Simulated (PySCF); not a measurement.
**RI-MP2/6-31+G(d) (spherical functions) run of C2H6FMgN (SMILES C[N](C)[Mg][F])**

What is the energy difference between two shapes of C2H6FMgN at RI-MP2/6-31+G* (spherical functions)? Input form: a Python script.

Program for the calculation: PySCF 2.14.0.

4 further runs of the same task are left out: 4 set aside as unsound or not needed.

**1. The structure to begin with**

C2H6FMgN has 11 atoms, charge 0, and is taken as a singlet. As SMILES, `C[N](C)[Mg][F]`. The shape is that of a PBE0-D4/def2-TZVP optimisation.

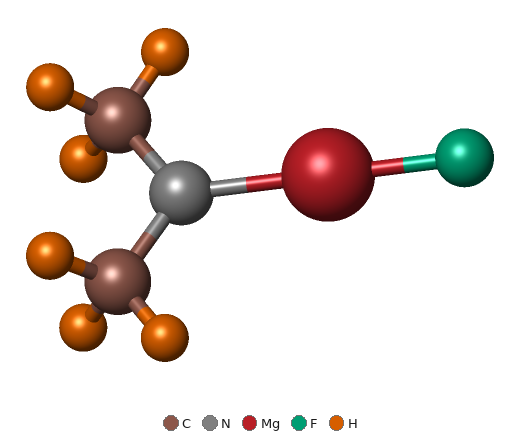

Viewed from a chosen angle; carbon brown, nitrogen grey, magnesium red, fluorine teal, hydrogen orange.

**2. The energy at RI-MP2/6-31+G(d) (spherical functions)**

job.py

```python
from pyscf import gto, mp

system = gto.M(
    atom='''
C     -1.938859    -0.961304     1.257991
N     -0.073699     0.289128    -0.277979
C      2.413180    -0.677656     0.253412
Mg    -0.787827     2.850085    -2.653931
F     -1.451121     5.230384    -4.864722
H     -1.590582    -0.695986     3.296438
H     -1.982323    -3.019404     0.927667
H     -3.846349    -0.251334     0.877022
H      2.960067    -0.399488     2.246128
H      3.859388     0.250767    -0.901777
H      2.561335    -2.723284    -0.121131
''',
    max_memory=1860,
    verbose=4,
    basis='6-31+g*',
    unit='bohr',
)

myscf = system.RHF()
myscf.kernel()

pt = mp.MP2(myscf, frozen=5).density_fit().run()
e_final = pt.e_tot
print('E = %.10f Eh' % e_final)
```

Launch:

```console
$ OMP_NUM_THREADS=1 python job.py
```

What it wrote:

```text
PySCF version 2.14.0

[INPUT] num. atoms = 11
[INPUT] num. electrons = 46
[INPUT] charge = 0
[INPUT] spin (= nelec alpha-beta = 2S) = 0
[INPUT] symmetry False subgroup None
[INPUT] Mole.unit = bohr
[INPUT] Symbol           X                Y                Z      unit          X                Y                Z       unit  Magmom
[INPUT]  1 C     -1.025999997987  -0.508700169566   0.665700168742 AA   -1.938859000000  -0.961304000000   1.257991000000 Bohr   0.0
[INPUT]  2 N     -0.038999831268   0.152999948639  -0.147100151914 AA   -0.073699000000   0.289128000000  -0.277979000000 Bohr   0.0
[INPUT]  3 C      1.276999861848  -0.358600112043   0.134099855374 AA    2.413180000000  -0.677656000000   0.253412000000 Bohr   0.0
[INPUT]  4 Mg    -0.416900094547   1.508200031185  -1.404399804554 AA   -0.787827000000   2.850085000000  -2.653931000000 Bohr   0.0
[INPUT]  5 F     -0.767900163487   2.767800017161  -2.574300019861 AA   -1.451121000000   5.230384000000  -4.864722000000 Bohr   0.0
[INPUT]  6 H     -0.841699746500  -0.368299930319   1.744399866811 AA   -1.590582000000  -0.695986000000   3.296438000000 Bohr   0.0
[INPUT]  7 H     -1.049000156283  -1.597799787361   0.490900235723 AA   -1.982323000000  -3.019404000000   0.927667000000 Bohr   0.0
[INPUT]  8 H     -2.035400236045  -0.133000225129   0.464100055875 AA   -3.846349000000  -0.251334000000   0.877022000000 Bohr   0.0
[INPUT]  9 H      1.566399999196  -0.211399945636   1.188599750409 AA    2.960067000000  -0.399488000000   2.246128000000 Bohr   0.0
[INPUT] 10 H      2.042300177698   0.132700181651  -0.477199837732 AA    3.859388000000   0.250767000000  -0.901777000000 Bohr   0.0
[INPUT] 11 H      1.355400111532  -1.441099831663  -0.064099764736 AA    2.561335000000  -2.723284000000  -0.121131000000 Bohr   0.0

nuclear repulsion = 197.056787131752
number of shells = 54
number of NR pGTOs = 203
number of NR cGTOs = 106
basis = 6-31+g*
ecp = {}

******** <class 'pyscf.scf.hf.RHF'> ********
method = RHF
initial guess = minao
damping factor = 0
level_shift factor = 0
DIIS = <class 'pyscf.scf.diis.CDIIS'>
diis_start_cycle = 1
diis_space = 8
diis_damp = 0
SCF conv_tol = 1e-09
SCF conv_tol_grad = None
SCF max_cycles = 50
direct_scf = True
direct_scf_tol = 1e-13
Set gradient conv threshold to 3.16228e-05
Initial guess from minao.
init E= -432.996418361487
  HOMO = -0.209833038763394  LUMO = -0.0921628761352631  gap/eV = 3.20197
cycle= 1 E= -432.682423521542  delta_E= 0.314  |g|= 0.628  |ddm|= 2.76
  HOMO = -0.321084526116413  LUMO = 0.0146359986514213  gap/eV = 9.13542
cycle= 2 E= -432.748424554589  delta_E= -0.066  |g|= 0.409  |ddm|= 0.737
  HOMO = -0.329277448380671  LUMO = 0.0140606789547668  gap/eV = 9.34271
cycle= 3 E= -432.775603259663  delta_E= -0.0272  |g|= 0.0509  |ddm|= 0.219
  HOMO = -0.322485303486402  LUMO = 0.0151899515937237  gap/eV = 9.18861
cycle= 4 E= -432.776991457884  delta_E= -0.00139  |g|= 0.0125  |ddm|= 0.102
  HOMO = -0.32247630048081  LUMO = 0.0150066377908504  gap/eV = 9.18338
cycle= 5 E= -432.777094597338  delta_E= -0.000103  |g|= 0.00518  |ddm|= 0.0248
  HOMO = -0.322057791424129  LUMO = 0.0148650765592921  gap/eV = 9.16814
cycle= 6 E= -432.777122594748  delta_E= -2.8e-05  |g|= 0.00158  |ddm|= 0.015
  HOMO = -0.321522885499794  LUMO = 0.0148898903991781  gap/eV = 9.15426
cycle= 7 E= -432.777125353418  delta_E= -2.76e-06  |g|= 0.000603  |ddm|= 0.00523
  HOMO = -0.321627966001835  LUMO = 0.0148810560279227  gap/eV = 9.15688
cycle= 8 E= -432.777125512565  delta_E= -1.59e-07  |g|= 0.000169  |ddm|= 0.00112
  HOMO = -0.321565996852926  LUMO = 0.0148819420089237  gap/eV = 9.15521
cycle= 9 E= -432.777125529874  delta_E= -1.73e-08  |g|= 4.86e-05  |ddm|= 0.000446
  HOMO = -0.321562031916682  LUMO = 0.0148835674641341  gap/eV = 9.15515
cycle= 10 E= -432.77712553148  delta_E= -1.61e-09  |g|= 1.21e-05  |ddm|= 0.000136
  HOMO = -0.321560825132027  LUMO = 0.0148835582852511  gap/eV = 9.15512
cycle= 11 E= -432.77712553159  delta_E= -1.1e-10  |g|= 3.08e-06  |ddm|= 3.86e-05
  HOMO = -0.321560927452708  LUMO = 0.0148836086713096  gap/eV = 9.15512
Extra cycle  E= -432.777125531592  delta_E= -1.59e-12  |g|= 1.83e-06  |ddm|= 5.28e-06
converged SCF energy = -432.777125531592
Default auxbasis heavyaug-cc-pvdz-ri is used for F 6-31+g*
Default auxbasis heavyaug-cc-pvdz-ri is used for H 6-31+g*
Default auxbasis heavyaug-cc-pvdz-ri is used for C 6-31+g*
Default auxbasis heavyaug-cc-pvdz-ri is used for N 6-31+g*
ETB for F: l = 0, exps = 0.2152 * 2^n , n = 0..15
ETB for F: l = 1, exps = 0.2152 * 2^n , n = 0..11
ETB for F: l = 2, exps = 0.2152 * 2^n , n = 0..9
ETB for F: l = 3, exps = 0.586787866268552 * 2^n , n = 0..3
ETB for F: l = 4, exps = 1.6 * 2^n , n = 0..0
ETB for H: l = 0, exps = 0.3225556 * 2^n , n = 0..6
ETB for Mg: l = 0, exps = 0.0292 * 2^n , n = 0..19
ETB for Mg: l = 1, exps = 0.0292 * 2^n , n = 0..16
ETB for Mg: l = 2, exps = 0.0292 * 2^n , n = 0..13
ETB for Mg: l = 3, exps = 0.1010940156488009 * 2^n , n = 0..6
ETB for Mg: l = 4, exps = 0.35 * 2^n , n = 0..0
ETB for C: l = 0, exps = 0.0876 * 2^n , n = 0..16
ETB for C: l = 1, exps = 0.0876 * 2^n , n = 0..11
ETB for C: l = 2, exps = 0.0876 * 2^n , n = 0..10
ETB for C: l = 3, exps = 0.3743794866175229 * 2^n , n = 0..3
ETB for C: l = 4, exps = 1.6 * 2^n , n = 0..0
ETB for N: l = 0, exps = 0.1278 * 2^n , n = 0..15
ETB for N: l = 1, exps = 0.1278 * 2^n , n = 0..11
ETB for N: l = 2, exps = 0.1278 * 2^n , n = 0..9
ETB for N: l = 3, exps = 0.4521946483540025 * 2^n , n = 0..3
ETB for N: l = 4, exps = 1.6 * 2^n , n = 0..0

WARN: Even tempered Gaussians are generated as DF auxbasis for  Mg

******** <class 'pyscf.mp.dfmp2.DFRMP2'> ********
nocc = 18, nmo = 101
frozen orbitals 5
Default auxbasis heavy-aug-cc-pvdz-jkfit is used for F 6-31+g*
Default auxbasis heavy-aug-cc-pvdz-jkfit is used for H 6-31+g*
Default auxbasis heavy-aug-cc-pvdz-jkfit is used for C 6-31+g*
Default auxbasis heavy-aug-cc-pvdz-jkfit is used for N 6-31+g*
ETB for F: l = 0, exps = 0.2152 * 2^n , n = 0..15
ETB for F: l = 1, exps = 0.2152 * 2^n , n = 0..11
ETB for F: l = 2, exps = 0.2152 * 2^n , n = 0..9
ETB for F: l = 3, exps = 0.586787866268552 * 2^n , n = 0..3
ETB for F: l = 4, exps = 1.6 * 2^n , n = 0..0
ETB for H: l = 0, exps = 0.3225556 * 2^n , n = 0..6
ETB for Mg: l = 0, exps = 0.0292 * 2^n , n = 0..19
ETB for Mg: l = 1, exps = 0.0292 * 2^n , n = 0..16
ETB for Mg: l = 2, exps = 0.0292 * 2^n , n = 0..13
ETB for Mg: l = 3, exps = 0.1010940156488009 * 2^n , n = 0..6
ETB for Mg: l = 4, exps = 0.35 * 2^n , n = 0..0
ETB for C: l = 0, exps = 0.0876 * 2^n , n = 0..16
ETB for C: l = 1, exps = 0.0876 * 2^n , n = 0..11
ETB for C: l = 2, exps = 0.0876 * 2^n , n = 0..10
ETB for C: l = 3, exps = 0.3743794866175229 * 2^n , n = 0..3
ETB for C: l = 4, exps = 1.6 * 2^n , n = 0..0
ETB for N: l = 0, exps = 0.1278 * 2^n , n = 0..15
ETB for N: l = 1, exps = 0.1278 * 2^n , n = 0..11
ETB for N: l = 2, exps = 0.1278 * 2^n , n = 0..9
ETB for N: l = 3, exps = 0.4521946483540025 * 2^n , n = 0..3
ETB for N: l = 4, exps = 1.6 * 2^n , n = 0..0

WARN: Even tempered Gaussians are generated as DF auxbasis for  Mg

mem_avail = 1581.99  mem_blk = 0.09  auxlen = 681

E(DFRMP2) = -433.423083427842  E_corr = -0.645957896250668
E(SCS-DFRMP2) = -433.408877866366  E_corr = -0.631752334774406
E_corr(same-spin) = -0.165458239299687
E_corr(oppo-spin) = -0.480499656950981
E = -433.4230834278 Eh
```

Run time: 9 s. Hardware: 1 thread of Intel Xeon at 2.50GHz (Skylake/Cascade Lake), shared host; peak memory 0.33 GiB.

**3. The distorted shape, same level**

job.py

```python
from pyscf import gto, scf, mp

mol = gto.M(
    atom='''
C     -1.986603    -0.967494     1.269407
N     -0.091342     0.323546    -0.319651
C      2.515431    -0.685568     0.248618
Mg    -0.822484     2.910664    -2.611293
F     -1.383431     5.248745    -4.871578
H     -1.551303    -0.694191     3.228053
H     -1.983802    -3.012945     0.987301
H     -3.943892    -0.215168     0.851992
H      2.997244    -0.382847     2.278171
H      3.898036     0.253735    -0.883604
H      2.573622    -2.734986    -0.099568
''',
    basis='6-31+g*',
    verbose=4,
    unit='bohr',
    max_memory=1860,
)

calc0 = scf.RHF(mol)
calc0.kernel()

pt = mp.MP2(calc0, frozen=5).density_fit().run()
energy = pt.e_tot
print('E(%s) = %.9f' % ('RI-MP2', energy))
```

Launch:

```console
$ OMP_NUM_THREADS=1 python job.py
```

What it wrote:

```text
PySCF version 2.14.0

[INPUT] num. atoms = 11
[INPUT] num. electrons = 46
[INPUT] charge = 0
[INPUT] spin (= nelec alpha-beta = 2S) = 0
[INPUT] symmetry False subgroup None
[INPUT] Mole.unit = bohr
[INPUT] Symbol           X                Y                Z      unit          X                Y                Z       unit  Magmom
[INPUT]  1 C     -1.051265034745  -0.511975776502   0.671741255782 AA   -1.986603000000  -0.967494000000   1.269407000000 Bohr   0.0
[INPUT]  2 N     -0.048336104800   0.171213169884  -0.169152024648 AA   -0.091342000000   0.323546000000  -0.319651000000 Bohr   0.0
[INPUT]  3 C      1.331108760842  -0.362786962136   0.131562979825 AA    2.515431000000  -0.685568000000   0.248618000000 Bohr   0.0
[INPUT]  4 Mg    -0.435239789146   1.540257057445  -1.381836746635 AA   -0.822484000000   2.910664000000  -2.611293000000 Bohr   0.0
[INPUT]  5 F     -0.732080158080   2.777516239930  -2.577928058819 AA   -1.383431000000   5.248745000000  -4.871578000000 Bohr   0.0
[INPUT]  6 H     -0.820914194832  -0.367350057226   1.708212083242 AA   -1.551303000000  -0.694191000000   3.228053000000 Bohr   0.0
[INPUT]  7 H     -1.049782809378  -1.594381831755   0.522457189519 AA   -1.983802000000  -3.012945000000   0.987301000000 Bohr   0.0
[INPUT]  8 H     -2.087017768730  -0.113862002119   0.450854750286 AA   -3.943892000000  -0.215168000000   0.851992000000 Bohr   0.0
[INPUT]  9 H      1.586073220367  -0.202593907669   1.205556175779 AA    2.997244000000  -0.382847000000   2.278171000000 Bohr   0.0
[INPUT] 10 H      2.062751818546   0.134270779613  -0.467583100278 AA    3.898036000000   0.253735000000  -0.883604000000 Bohr   0.0
[INPUT] 11 H      1.361902111922  -1.447292263385  -0.052689116537 AA    2.573622000000  -2.734986000000  -0.099568000000 Bohr   0.0

nuclear repulsion = 195.575922473546
number of shells = 54
number of NR pGTOs = 203
number of NR cGTOs = 106
basis = 6-31+g*
ecp = {}

******** <class 'pyscf.scf.hf.RHF'> ********
method = RHF
initial guess = minao
damping factor = 0
level_shift factor = 0
DIIS = <class 'pyscf.scf.diis.CDIIS'>
diis_start_cycle = 1
diis_space = 8
diis_damp = 0
SCF conv_tol = 1e-09
SCF conv_tol_grad = None
SCF max_cycles = 50
direct_scf = True
direct_scf_tol = 1e-13
Set gradient conv threshold to 3.16228e-05
[... 1 set-up line as earlier in the session ...]
init E= -432.838253527562
  HOMO = -0.211608248685601  LUMO = -0.0906959905893312  gap/eV = 3.29019
cycle= 1 E= -432.675269686948  delta_E= 0.163  |g|= 0.632  |ddm|= 2.73
  HOMO = -0.319029120696082  LUMO = 0.0161666338191258  gap/eV = 9.12114
cycle= 2 E= -432.742129934632  delta_E= -0.0669  |g|= 0.412  |ddm|= 0.736
  HOMO = -0.331803210550182  LUMO = 0.0153700466209847  gap/eV = 9.44707
cycle= 3 E= -432.769793619215  delta_E= -0.0277  |g|= 0.0509  |ddm|= 0.22
  HOMO = -0.323846678822018  LUMO = 0.0163435612640415  gap/eV = 9.25705
cycle= 4 E= -432.771186903893  delta_E= -0.00139  |g|= 0.0124  |ddm|=  0.1
  HOMO = -0.324458858890102  LUMO = 0.0161390685743124  gap/eV = 9.26814
cycle= 5 E= -432.771288760017  delta_E= -0.000102  |g|= 0.00512  |ddm|= 0.0241
  HOMO = -0.323744974445324  LUMO = 0.0160100608151463  gap/eV = 9.24521
cycle= 6 E= -432.771316601589  delta_E= -2.78e-05  |g|= 0.0015  |ddm|= 0.0146
  HOMO = -0.323359751750863  LUMO = 0.0160252005373236  gap/eV = 9.23513
cycle= 7 E= -432.771319135436  delta_E= -2.53e-06  |g|= 0.000425  |ddm|= 0.00499
  HOMO = -0.323410642555547  LUMO = 0.0160176918716264  gap/eV = 9.23632
cycle= 8 E= -432.771319241696  delta_E= -1.06e-07  |g|= 0.000168  |ddm|= 0.00105
  HOMO = -0.323345087161374  LUMO = 0.0160206877615732  gap/eV = 9.23461
cycle= 9 E= -432.771319254369  delta_E= -1.27e-08  |g|= 5.5e-05  |ddm|= 0.000315
  HOMO = -0.323342901924399  LUMO = 0.0160223209570822  gap/eV = 9.23460
cycle= 10 E= -432.77131925631  delta_E= -1.94e-09  |g|= 1.28e-05  |ddm|= 0.000138
  HOMO = -0.323341051798909  LUMO = 0.0160223867177476  gap/eV = 9.23455
cycle= 11 E= -432.771319256448  delta_E= -1.38e-10  |g|= 3.3e-06  |ddm|= 4.37e-05
  HOMO = -0.323341179450323  LUMO = 0.016022447747345  gap/eV = 9.23455
Extra cycle  E= -432.771319256451  delta_E= -3.3e-12  |g|= 1.98e-06  |ddm|= 5.94e-06
converged SCF energy = -432.771319256451
Default auxbasis heavyaug-cc-pvdz-ri is used for C 6-31+g*
Default auxbasis heavyaug-cc-pvdz-ri is used for N 6-31+g*
Default auxbasis heavyaug-cc-pvdz-ri is used for H 6-31+g*
Default auxbasis heavyaug-cc-pvdz-ri is used for F 6-31+g*
ETB for C: l = 0, exps = 0.0876 * 2^n , n = 0..16
ETB for C: l = 1, exps = 0.0876 * 2^n , n = 0..11
ETB for C: l = 2, exps = 0.0876 * 2^n , n = 0..10
ETB for C: l = 3, exps = 0.3743794866175229 * 2^n , n = 0..3
ETB for C: l = 4, exps = 1.6 * 2^n , n = 0..0
ETB for N: l = 0, exps = 0.1278 * 2^n , n = 0..15
ETB for N: l = 1, exps = 0.1278 * 2^n , n = 0..11
ETB for N: l = 2, exps = 0.1278 * 2^n , n = 0..9
ETB for N: l = 3, exps = 0.4521946483540025 * 2^n , n = 0..3
ETB for N: l = 4, exps = 1.6 * 2^n , n = 0..0
ETB for H: l = 0, exps = 0.3225556 * 2^n , n = 0..6
ETB for Mg: l = 0, exps = 0.0292 * 2^n , n = 0..19
ETB for Mg: l = 1, exps = 0.0292 * 2^n , n = 0..16
ETB for Mg: l = 2, exps = 0.0292 * 2^n , n = 0..13
ETB for Mg: l = 3, exps = 0.1010940156488009 * 2^n , n = 0..6
ETB for Mg: l = 4, exps = 0.35 * 2^n , n = 0..0
ETB for F: l = 0, exps = 0.2152 * 2^n , n = 0..15
ETB for F: l = 1, exps = 0.2152 * 2^n , n = 0..11
ETB for F: l = 2, exps = 0.2152 * 2^n , n = 0..9
ETB for F: l = 3, exps = 0.586787866268552 * 2^n , n = 0..3
ETB for F: l = 4, exps = 1.6 * 2^n , n = 0..0

WARN: Even tempered Gaussians are generated as DF auxbasis for  Mg

******** <class 'pyscf.mp.dfmp2.DFRMP2'> ********
nocc = 18, nmo = 101
frozen orbitals 5
Default auxbasis heavy-aug-cc-pvdz-jkfit is used for C 6-31+g*
Default auxbasis heavy-aug-cc-pvdz-jkfit is used for N 6-31+g*
Default auxbasis heavy-aug-cc-pvdz-jkfit is used for H 6-31+g*
Default auxbasis heavy-aug-cc-pvdz-jkfit is used for F 6-31+g*
ETB for C: l = 0, exps = 0.0876 * 2^n , n = 0..16
ETB for C: l = 1, exps = 0.0876 * 2^n , n = 0..11
ETB for C: l = 2, exps = 0.0876 * 2^n , n = 0..10
ETB for C: l = 3, exps = 0.3743794866175229 * 2^n , n = 0..3
ETB for C: l = 4, exps = 1.6 * 2^n , n = 0..0
ETB for N: l = 0, exps = 0.1278 * 2^n , n = 0..15
ETB for N: l = 1, exps = 0.1278 * 2^n , n = 0..11
ETB for N: l = 2, exps = 0.1278 * 2^n , n = 0..9
ETB for N: l = 3, exps = 0.4521946483540025 * 2^n , n = 0..3
ETB for N: l = 4, exps = 1.6 * 2^n , n = 0..0
ETB for H: l = 0, exps = 0.3225556 * 2^n , n = 0..6
ETB for Mg: l = 0, exps = 0.0292 * 2^n , n = 0..19
ETB for Mg: l = 1, exps = 0.0292 * 2^n , n = 0..16
ETB for Mg: l = 2, exps = 0.0292 * 2^n , n = 0..13
ETB for Mg: l = 3, exps = 0.1010940156488009 * 2^n , n = 0..6
ETB for Mg: l = 4, exps = 0.35 * 2^n , n = 0..0
ETB for F: l = 0, exps = 0.2152 * 2^n , n = 0..15
ETB for F: l = 1, exps = 0.2152 * 2^n , n = 0..11
ETB for F: l = 2, exps = 0.2152 * 2^n , n = 0..9
ETB for F: l = 3, exps = 0.586787866268552 * 2^n , n = 0..3
ETB for F: l = 4, exps = 1.6 * 2^n , n = 0..0

WARN: Even tempered Gaussians are generated as DF auxbasis for  Mg

mem_avail = 1582.01  mem_blk = 0.09  auxlen = 681

E(DFRMP2) = -433.418681480136  E_corr = -0.647362223684901
E(SCS-DFRMP2) = -433.404966663931  E_corr = -0.633647407479695
E_corr(same-spin) = -0.165216070317907
E_corr(oppo-spin) = -0.482146153366994
E(RI-MP2) = -433.418681480
```

Run time: 8.7 s. Hardware: 1 thread of Intel Xeon at 2.50GHz (Skylake/Cascade Lake), shared host; peak memory 0.33 GiB.

**4. Summary of results**

Level: RI-MP2/6-31+G* (spherical functions), 5 core orbitals frozen.

```
                                                    quantity          value
                                   first shape: total energy  -433.42308 Eh
           first shape: dipole moment (Hartree–Fock density)         1.74 D
            first shape: HOMO energy (Hartree–Fock orbitals)       -8.75 eV
            first shape: LUMO energy (Hartree–Fock orbitals)        0.41 eV
          first shape: HOMO–LUMO gap (Hartree–Fock orbitals)        9.16 eV
    first shape: correlation energy (5 core orbitals frozen)     -646.0 mEh
                               distorted shape: total energy  -433.41868 Eh
       distorted shape: dipole moment (Hartree–Fock density)         2.03 D
        distorted shape: HOMO energy (Hartree–Fock orbitals)       -8.80 eV
        distorted shape: LUMO energy (Hartree–Fock orbitals)        0.44 eV
      distorted shape: HOMO–LUMO gap (Hartree–Fock orbitals)        9.23 eV
distorted shape: correlation energy (5 core orbitals frozen)     -647.4 mEh
                      energy change with the atoms displaced       0.120 eV
```

What this shows: With the atoms displaced the energy rises by 0.12 eV (11.6 kJ/mol). The first shape isn't relaxed at this level, so the change isn't measured from a minimum. Mulliken charges (first shape) of the mean-field density run from -0.66 on F5 to +1.08 on Mg4; in a basis this large or diffuse they mean little.
